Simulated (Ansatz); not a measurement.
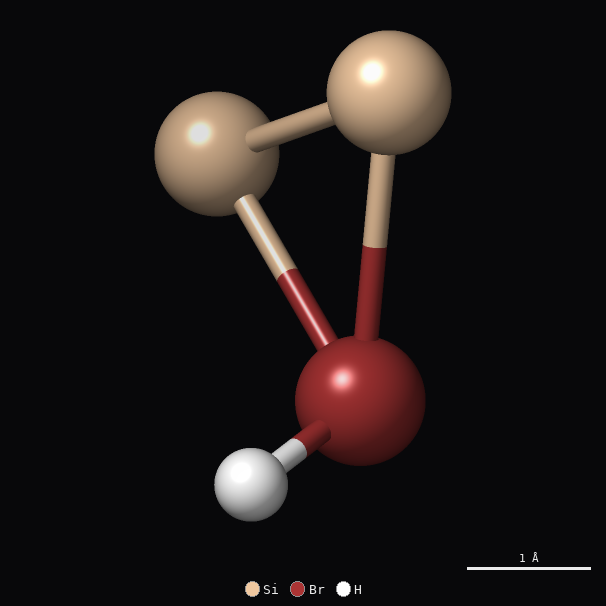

The structure as it stands in the input.

The calculation was set up as follows.

```yaml
crystal:
  periodic: [false, false, false]
  atoms:
    - {symbol: Si, position_ang: [1.041555, 0.283288, 1.383631]}
    - {symbol: Si, position_ang: [0.763716, -1.569416, 0.149636]}
    - {symbol: Br, position_ang: [-1.023379, 0.263468, -0.160774]}
    - {symbol: H, position_ang: [-0.792618, 1.042403, -1.382223]}
basis:
  gaussian: {orbitals: def2-TZVPP}
hamiltonian: {xc: pbe0, dispersion: d4}
output: {orbitals: {seedname: orbitals}}
```

Command:

```sh
ansatz run in.yaml --threads 2 --pin off --events-out ev --progress --plain --max-ram 4352MiB
```

Result:

```
Functional definition: PBE0
  name "PBE0"
  cite "Adamo & Barone, J. Chem. Phys. 110, 6158 (1999) doi:10.1063/1.478522"
  cite "Perdew, Burke & Ernzerhof, Phys. Rev. Lett. 77, 3865 (1996) doi:10.1103/PhysRevLett.77.3865"
  parent pbe
  parameter a = 0.25
  parameter kappa = 0.804
  parameter beta = 0.06672455060314922
  exchange = (1 - a)*pbe_x(kappa = kappa, mu = beta*pi^2/3) + a*exact_x
  correlation = pbe_c(beta = beta)
1054 factors; their error is unknown
mean field evaluation 1: about -85797.5958 eV, gradient 2.2e1 eV
mean field evaluation 2: about -85793.4623 eV, gradient 4.0e1 eV
mean field evaluation 4: about -85799.2890 eV, gradient 2.4e0 eV
mean field evaluation 8: about -85799.3055 eV, gradient 4.5e-2 eV
mean field evaluation 16: about -85799.7638 eV, gradient 2.5e-4 eV
mean field -85799.76376881 eV, -3153.0831613352 hartree, gradient 1.7e-5 eV, S^2 0.000000; 0 other end points of the search recorded, 0 dependent functions left out
reference -85799.76379307 eV, -3153.0831622265 hartree; 32, 32 occupied and 114, 114 virtual orbitals, 1054 factors
Total energy: -85799.88896516 eV, -3153.0877622162 hartree
```
